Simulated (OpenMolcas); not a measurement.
# triplet CH3FGeO at 5 levels

We compute a comparison of 5 runs (UHF/STO-3G, UHF/3-21G, U-r2SCAN/6-31G*, UM06-L/6-31G*, UPBE/6-31G*) of triplet CH3FGeO. 

Program for the calculation: OpenMolcas 26.06.

1 further run of the same task is left out (set aside as unsound or not needed).

**1. The system as given**

CH3FGeO has 7 atoms, charge 0, and is taken as a triplet. As SMILES of the parent species, `C[O][Ge][F]`. The shape is that of a PBE0-D4/def2-TZVP optimisation. This is one conformer, not always the lowest. That shape belongs to the parent species and isn't relaxed for this state.

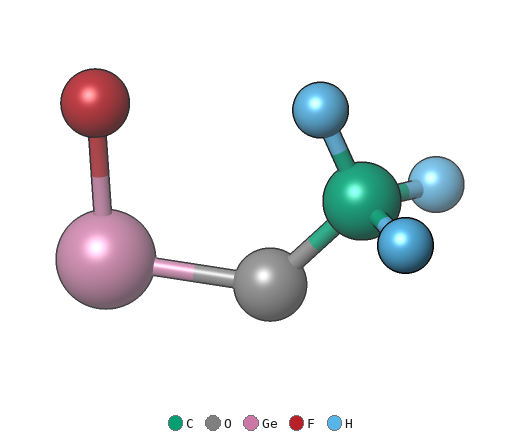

Viewed from a chosen angle; carbon teal, oxygen grey, germanium pink, fluorine red, hydrogen blue.

**2. The energy at UHF/STO-3G (run 1)**

Input file mol.input:

```
* CH3FGeO Hartree-Fock
&GATEWAY
BasLib
$CurrDir
Coord
7
bohr
C     -0.95393375     0.92880039     0.74625285
O      0.77932305     1.17956705    -1.26970698
Ge     2.72441815    -1.15405574    -2.64259301
F      1.82812105    -3.76168882    -0.75626840
H     -1.03651478    -1.00571224     1.46227008
H     -0.39306303     2.19416100     2.28014354
H     -2.83213254     1.49004905     0.09391939
Basis
STO-3G
Group
NoSym
&SEWARD
&SCF
UHF
Spin
3
Thresholds
1e-10 1e-07 1e-07 1e-05
PrOrbitals
1 1
```

The basis set STO-3G is read from a file made from the Basis Set Exchange's data (not shown).

The run is started by

```console
$ export MOLCAS_MEM=1860
$ pymolcas mol.input > mol.log
```

Log:

```text
--- Start Module: gateway ---
[...]
--- Stop Module: gateway /rc=_RC_ALL_IS_WELL_ ---
--- Start Module: seward ---
[...]
      Basis functions           36
--- Stop Module: seward /rc=_RC_ALL_IS_WELL_ ---
--- Start Module: scf ---
[...]
       Convergence after  22 Iterations
[...]
::    Total SCF energy                              -2262.6836167887
[...]
      Total spin, S                                     1.0040370239
[...]
      Total electronic charge=   58.000000
      Total            charge=   -0.000000
[...]
      Dipole Moment (debye):
      Origin of the operator (angstrom)=    0.9942   -0.5297   -0.9274
                   X=  1.2353E+00               Y= -2.5061E-01               Z= -1.2928E+00           Total=  1.8056E+00
      Quadrupole Moment (debye*angstrom):
[...]
--- Stop Module: scf /rc=_RC_ALL_IS_WELL_ ---
[...]
```

It took 1.8 s on 1 thread of Intel Xeon 6975P-C (Granite Rapids), shared host; peak memory 0.37 GiB.

**3. The energy at UHF/3-21G (run 2)**

Input file coord.xyz:

```xyz
7

C     -0.504800     0.491500     0.394900
O      0.412400     0.624200    -0.671900
Ge     1.441700    -0.610700    -1.398400
F      0.967400    -1.990600    -0.400200
H     -0.548500    -0.532200     0.773800
H     -0.208000     1.161100     1.206600
H     -1.498700     0.788500     0.049700
```

Input file run.inp:

```
* CH3FGeO Hartree-Fock
>>> EXPORT MOLCAS_PRINT=2

&GATEWAY
 BasLib = $CurrDir
 Coord = coord.xyz
 Basis = 3-21G
 Group = NoSym

&SEWARD

&SCF
 UHF
 Spin = 3
 Thresholds = 1e-10 1e-07 1e-07 1e-05
 PrOrbitals = 1 1
```

The basis set 3-21G is read from a file made from the Basis Set Exchange's data (not shown).

The run is started by

```console
$ export MOLCAS_MEM=1860
$ pymolcas run.inp > run.log
```

Log:

```text
--- Start Module: gateway ---
[...]
--- Stop Module: gateway /rc=_RC_ALL_IS_WELL_ ---
--- Start Module: seward ---
[...]
      Basis functions           55
--- Stop Module: seward /rc=_RC_ALL_IS_WELL_ ---
--- Start Module: scf ---
[...]
       Convergence after  22 Iterations
[...]
::    Total SCF energy                              -2278.0508351271
[...]
      Total spin, S                                     1.0012301696
[...]
      Total electronic charge=   58.000000
      Total            charge=   -0.000000
[...]
      Dipole Moment (debye):
      Origin of the operator (angstrom)=    0.9942   -0.5297   -0.9274
                   X=  1.2158E+00               Y=  4.1203E-01               Z= -1.4979E+00           Total=  1.9728E+00
      Quadrupole Moment (debye*angstrom):
[...]
--- Stop Module: scf /rc=_RC_ALL_IS_WELL_ ---
[...]
```

It took 2.4 s on 1 thread of Intel Xeon 6975P-C (Granite Rapids), shared host; peak memory 0.39 GiB.

Run 3 isn't shown in full; the table further down has it.

**4. A single-point energy at UM06-L/6-31G(d) (spherical functions) (run 4)**

Input file test.input:

```
* CH3FGeO Kohn-Sham DFT
&GATEWAY
BASLIB=$CurrDir
BASISSET
C.6-31Gs....
C1 -0.504800 0.491500 0.394900 angstrom
End of Basis
BASISSET
O.6-31Gs....
O2 0.412400 0.624200 -0.671900 angstrom
End of Basis
BASISSET
Ge.6-31Gs....
Ge3 1.441700 -0.610700 -1.398400 angstrom
End of Basis
BASISSET
F.6-31Gs....
F4 0.967400 -1.990600 -0.400200 angstrom
End of Basis
BASISSET
H.6-31Gs....
H5 -0.548500 -0.532200 0.773800 angstrom
H6 -0.208000 1.161100 1.206600 angstrom
H7 -1.498700 0.788500 0.049700 angstrom
End of Basis
&SEWARD
GRIDINPUT
Grid=UltraFine
End of Grid
&SCF
UHF
SPIN=3
KSDFT=M06L
THRESHOLDS=1e-10 1e-07 1e-07 1e-05
PRORBITALS=1 2
```

The basis set 6-31G* is read from a file made from the Basis Set Exchange's data (not shown).

The run is started by

```console
$ export MOLCAS_MEM=1860
$ pymolcas test.input > test.log
```

Log:

```text
--- Start Module: gateway ---
[...]
--- Stop Module: gateway /rc=_RC_ALL_IS_WELL_ ---
--- Start Module: seward ---
[...]
      Basis functions           80
--- Stop Module: seward /rc=_RC_ALL_IS_WELL_ ---
[...]
--- Start Module: scf ---
[...]
       Convergence after  29 Iterations
[...]
::    Total KS-DFT energy                           -2291.5101083256
[...]
      Total spin, S                                     1.0012168937
[...]
      Total electronic charge=   58.000000
      Total            charge=   -0.000000
[...]
      Dipole Moment (debye):
      Origin of the operator (angstrom)=    0.9942   -0.5297   -0.9274
                   X= -4.0991E-01               Y=  1.0823E+00               Z=  8.2365E-02           Total=  1.1602E+00
      Quadrupole Moment (debye*angstrom):
[...]
--- Stop Module: scf /rc=_RC_ALL_IS_WELL_ ---
[...]
```

It took 55 s on 1 thread of Intel Xeon 6975P-C (Granite Rapids), shared host; peak memory 0.45 GiB.

**5. The energy at UPBE/6-31G(d) (spherical functions) (run 5)**

Input file job.input:

```
&GATEWAY
BasLib = $CurrDir
Coord
7
angstrom
C       -0.504800       0.491500       0.394900
O        0.412400       0.624200      -0.671900
Ge       1.441700      -0.610700      -1.398400
F        0.967400      -1.990600      -0.400200
H       -0.548500      -0.532200       0.773800
H       -0.208000       1.161100       1.206600
H       -1.498700       0.788500       0.049700
Basis = 6-31Gs
Group = NoSym
&SEWARD
GridInput
Grid=UltraFine
End of Grid
&SCF
UHF
Spin = 3
KSDFT = PBE
Thresholds = 1e-10 1e-07 1e-07 1e-05
PrOrbitals = 0
```

The basis set 6-31G* is read from a file made from the Basis Set Exchange's data (not shown).

The run is started by

```console
$ export MOLCAS_MEM=1860
$ pymolcas job.input > job.log
```

Log:

```text
--- Start Module: gateway ---
[...]
--- Stop Module: gateway /rc=_RC_ALL_IS_WELL_ ---
--- Start Module: seward ---
[...]
      Basis functions           80
--- Stop Module: seward /rc=_RC_ALL_IS_WELL_ ---
[...]
--- Start Module: scf ---
[...]
       Convergence after  27 Iterations
[...]
::    Total KS-DFT energy                           -2291.0615045633
[...]
      Total spin, S                                     1.0006835632
[...]
      Total electronic charge=   58.000000
      Total            charge=   -0.000000
[...]
      Dipole Moment (debye):
      Origin of the operator (angstrom)=    0.9942   -0.5297   -0.9274
                   X= -4.8455E-01               Y=  9.5421E-01               Z=  2.0922E-01           Total=  1.0904E+00
      Quadrupole Moment (debye*angstrom):
[...]
--- Stop Module: scf /rc=_RC_ALL_IS_WELL_ ---
[...]
```

It took 34 s on 1 thread of Intel Xeon 6975P-C (Granite Rapids), shared host; peak memory 0.45 GiB.

**6. All runs side by side**

```csv
run,level,integration grid,energy (Eh),dipole moment (D),HOMO energy (eV),⟨S²⟩,wall time
1,UHF/STO-3G,–,-2262.683617,1.81,-4.12,2.012,1.8 s
2,UHF/3-21G,–,-2278.050835,1.97,-7.06,2.004,2.4 s
3,U-r2SCAN/6-31G* (spherical functions),UltraFine,-2291.484442,0.85,-3.57,2.004,49 s
4,UM06-L/6-31G* (spherical functions),UltraFine,-2291.510108,1.16,-3.09,2.004,55 s
5,UPBE/6-31G* (spherical functions),UltraFine,-2291.061505,1.09,-3.13,2.002,34 s
```

**7. Results**

| quantity | value |
| --- | --- |
| run 5: total energy | -2291.06150 Eh |
| run 5: dipole moment | 1.09 D |
| run 5: HOMO energy (highest over α and β) | -3.13 eV |
| run 5: ⟨S²⟩ | 2.002 |

In words: The dipole moment (its size) runs from 0.85 D (U-r2SCAN/6-31G*) to 1.97 D (UHF/3-21G). The two ends differ in method and basis. Totals of different functionals can't be ranked against each other. In run 1 the basis is minimal, so the values are rough. All runs together took 2.4 min, the longest 55 s.
